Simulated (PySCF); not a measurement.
# H6Si2, SMILES `[SiH3][SiH3]`: electronic structure

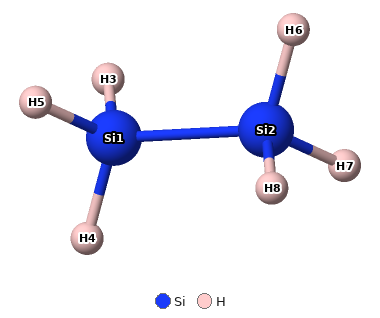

The molecule, with its atoms numbered as below. No frequency check shows the geometry to be a minimum.

Geometry (Å), atoms numbered from 1:

```
Si1     -1.1527    0.0003   -0.0001
Si2      1.1525    0.0001    0.0001
H3      -1.7147    0.9302   -0.9832
H4      -1.7103   -1.3225   -0.3124
H5      -1.7150    0.3867    1.2967
H6       1.7147    1.3170    0.3108
H7       1.7147   -0.3895   -1.2958
H8       1.7144   -0.9276    0.9853
```

## 1. Bonding charge

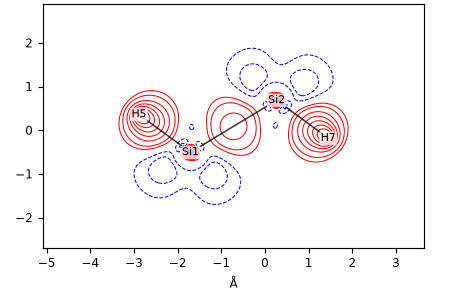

Deformation density (molecule less spherical, spin-averaged free atoms) in the plane of Si1, Si2, H5 and H7; contours at ±0.05 to ±0.8 e/Å³; solid red lines: gain, dashed blue lines: loss.

Method: BLYP/def2-TZVP; geometry: GFN2-xTB; program: PySCF.

**Describe the bonding that the map shows.**

Si1–Si2: +0.26 e/Å³ at the bond critical point (bond length 2.31 Å, Mayer order 0.9). Si1–H5 and Si2–H7: +0.21 e/Å³ at the bond critical point (bond length 1.47 Å, Mayer order 0.9). In all, 1.8 electrons gather in the regions of gain relative to the promolecule.

## 2. Bond critical points

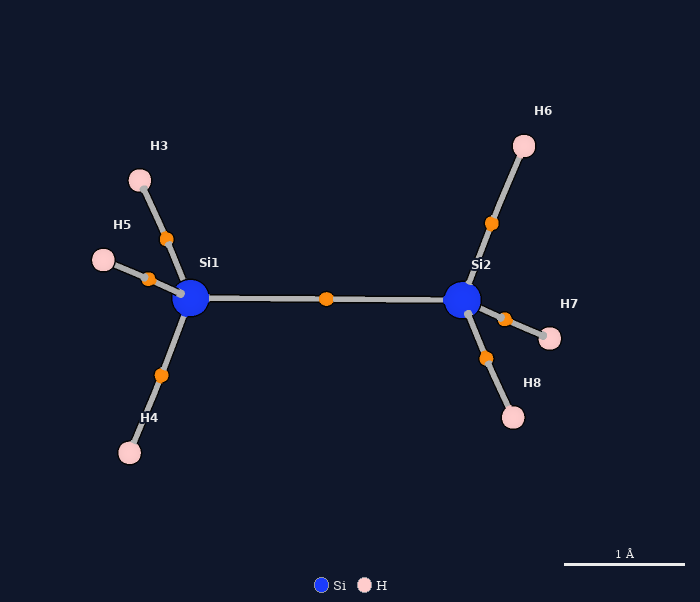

Molecular graph of the electron density (QTAIM): bond paths, bond critical points (orange), ring points (yellow, if any); weak paths are dashed.

**How many critical points of each kind are there, and does the count close?**

8 nuclei, 7 bond, 0 ring and 0 cage critical points: 8 − 7 + 0 − 0 = 1, as the Poincaré–Hopf relation requires.

**What does the calculation give at each kind of bond critical point?**

| bond | length (Å) | ρ (a.u.) | ∇²ρ (a.u.) | ε | H (a.u.) |
| --- | --- | --- | --- | --- | --- |
| Si1–H3 (6 alike) | 1.465 | 0.123 | +0.18 | 0.02 | −0.076 |
| Si1–Si2 | 2.305 | 0.098 | −0.18 | 0.00 | −0.052 |

**What kind of interaction is Si1–Si2?**

Shared-shell (covalent): ρ = 0.098, ∇²ρ = −0.18, H = −0.052 a.u.

## 3. Electrostatic potential

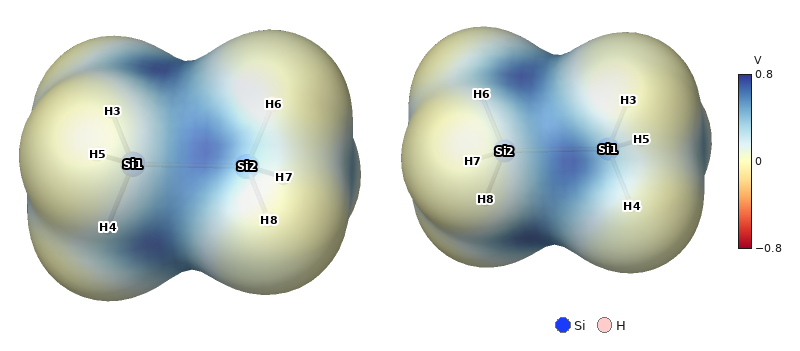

Electrostatic potential on the surface of electron density 0.001 a.u. (back view left, front view right).

**Where are the extremes of the potential on the surface?**

Highest: 0.73 V, near H3 (2.14 Å), Si1 (2.15 Å), H4 (2.21 Å) and H7 (2.33 Å), and at like points elsewhere. Lowest: −0.02 V, 1.5 Å from H6, and at like points elsewhere. The surface is sampled at points, so like sites can differ by a few per cent and only the strongest of them is named.

## 4. In an electric field

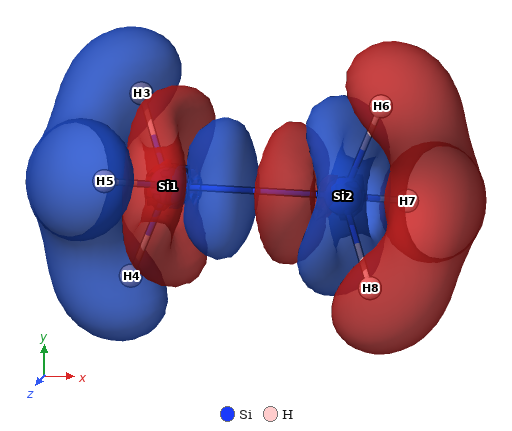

Change of the electron density in a uniform field of 0.26 V/Å, surfaces at ±0.0015 e/Å³ (red: gain, blue: loss).

PySCF calculation, B3LYP/6-31+G*, gas phase; geometry: GFN2-xTB. The basis has diffuse s and p functions alone, which still leaves polarisabilities too small, most of all across bonds.

The field was applied in both directions; the picture shows the one opposite to the script's first.

**Along which Cartesian direction does the field point?**

Along −x: electrons gather on the +x side, against the field.

**How large is the response?**

The induced dipole is 0.81 D (along the field); α along this axis, from the fields in both directions, is 64 bohr³ (9.4 Å³).

## 5. Removing or adding an electron

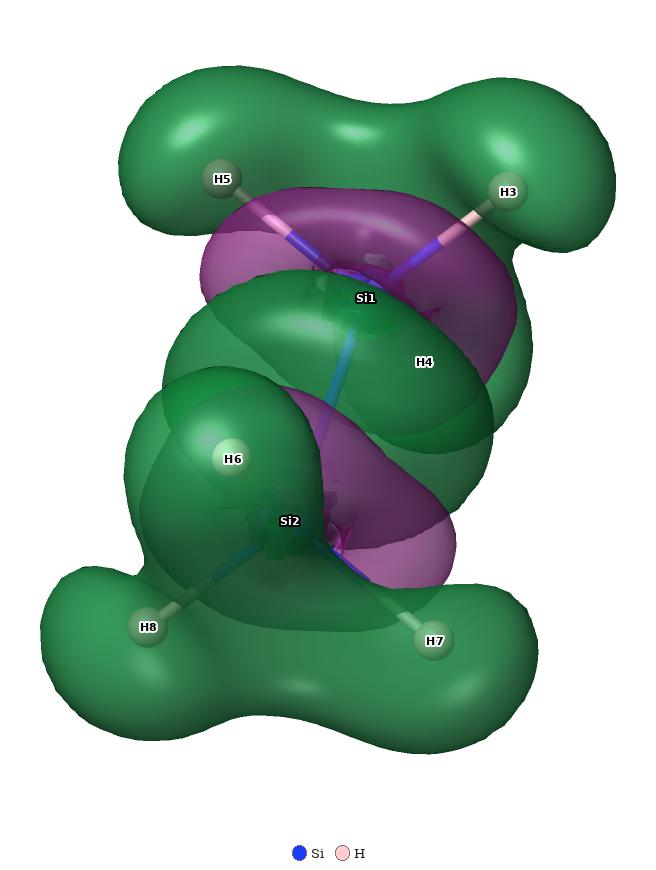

Fukui function f⁻ = ρ(N) − ρ(N−1) at fixed geometry, surfaces at ±0.015 e/Å³ (green positive, purple negative).

Level of theory: ωB97X/6-311+G** (PySCF), at a geometry from GFN2-xTB.

**On which atoms does the density change most on removal of an electron?**

f⁻ (Hirshfeld-condensed) is largest on Si1 and Si2 (0.25 each); the vertical ionisation energy is 10.97 eV. Condensed values hint at sites of electrophilic attack but needn't mark the atom that reacts. Orbital relaxation makes it negative in places (0.20 e in all).

| atom | f⁻ | charge |
| --- | --- | --- |
| Si1 | +0.25 | +0.24 |
| Si2 | +0.25 | +0.24 |
| H3 | +0.08 | −0.08 |
| H4 | +0.08 | −0.08 |
| H5 | +0.08 | −0.08 |
| H6 | +0.08 | −0.08 |
| H7 | +0.08 | −0.08 |
| H8 | +0.08 | −0.08 |

## 6. Localised orbitals

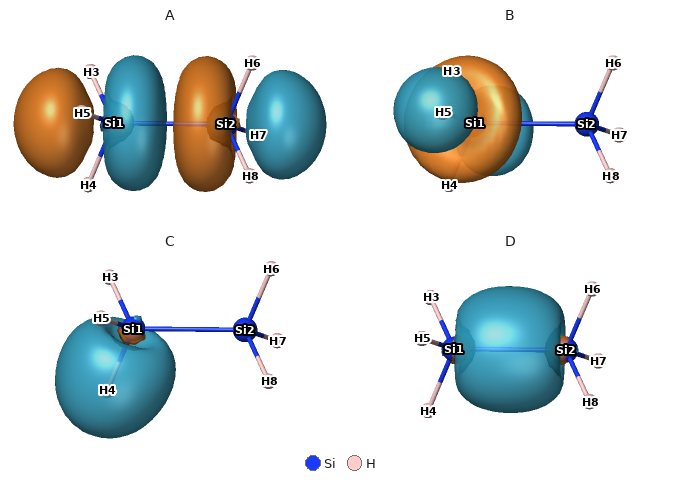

Intrinsic bond orbitals (IBO), occupied and valence-virtual; each surface holds about 80 % of the orbital's density. Energies are diagonal elements of the Fock matrix.

PySCF calculation, ωB97X/aug-cc-pVDZ, gas phase; geometry: GFN2-xTB.

**Identify each orbital.**

By panel:
- A: σ* orbital Si1–Si2 (Si1 50 %, Si2 50 %; 4.8 eV)
- B: σ* orbital Si1–H5 (Si1 55 %, H5 45 %; 7.8 eV)
- C: σ bond H4–Si1 (H4 55 %, Si1 45 %; −13.8 eV)
- D: σ bond Si2–Si1 (Si2 50 %, Si1 50 %; −13.8 eV)

## 7. Stretching a bond

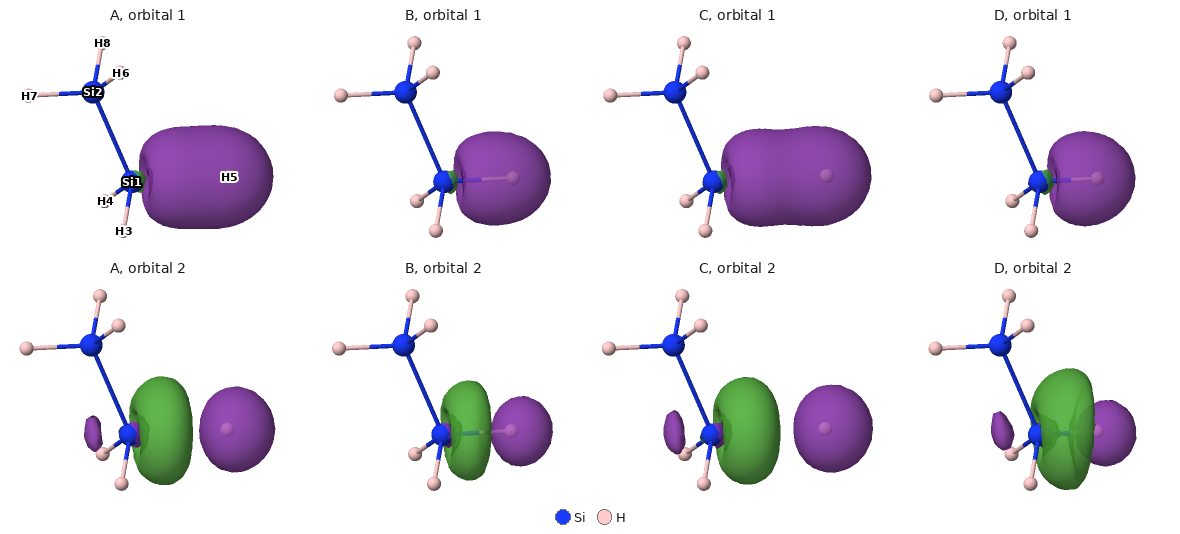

Rigid stretch of the Si1–H5 bond. The two CASSCF(2,2) natural orbitals nearest half filling (orbital 1 the more occupied).

Level of theory: aug-cc-pVDZ basis (PySCF), at a geometry from GFN2-xTB.

**The columns are at 1.31, 1.56, 2.20 and 2.56 Å, in some order. Assign them, and give the occupations.**

A: 2.20 Å, occupations 1.90 and 0.10. B: 1.56 Å, occupations 1.98 and 0.02. C: 2.56 Å, occupations 1.79 and 0.21. D: 1.31 Å, occupations 1.99 and 0.01.

**Where does the UHF solution part from RHF?**

Between 1.92 Å (⟨S²⟩ = 0, the two coincide) and 2.20 Å (⟨S²⟩ = 0.12); at 3.98 Å ⟨S²⟩ is 1.00 and UHF lies 3.1 eV below RHF.

**How much energy does the stretch cost?**

By CASSCF, 3.5 eV from the lowest point of the scan (1.56 Å) to 3.98 Å; RHF gives 6.2 eV from its own lowest point. The fragments aren't relaxed and dynamic correlation is missing, so this isn't a bond dissociation energy.

The PySCF runs shown took 9.1 s, 11 s, 76 s, 8.4 s and 3.2 min on 1 thread of Intel(R) Xeon(R) Platinum 8259CL CPU @ 2.50GHz (Skylake/Cascade Lake) (shared host).
